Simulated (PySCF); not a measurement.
Zn(F)(I), FIZn, SMILES [F][Zn][I], singlet at its B3LYP/def2-SVP optimised geometry (Å):

```
3

Zn    -0.3394    -0.0050     0.0000
F     -2.0870     0.0050    -0.0070
I      2.0870    -0.0050     0.0000
```

Computed with B3LYP/def2-TZVP, def2 effective core potentials past Kr in PySCF. The core electrons that the potentials of I replace are not part of the density. Cells within 0.4 Å of a nucleus heavier than hydrogen are left out (blank, or x).

Map of the electrostatic potential (hartree/e), clipped to [-0.08, 0.12] on the plane z = 0.0 Å:

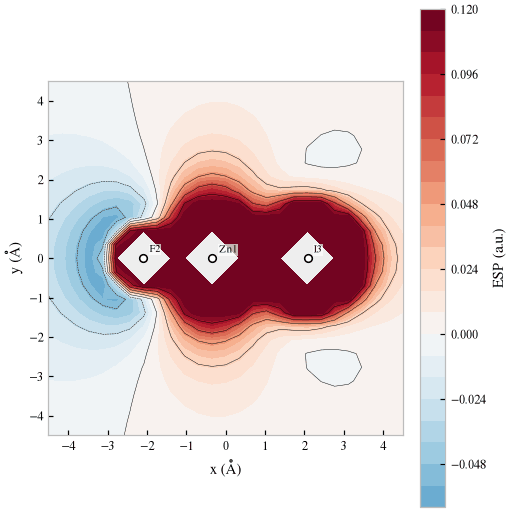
Figure. Electrostatic potential (hartree/e), clipped to [-0.08, 0.12] on the plane z = 0.0 Å.
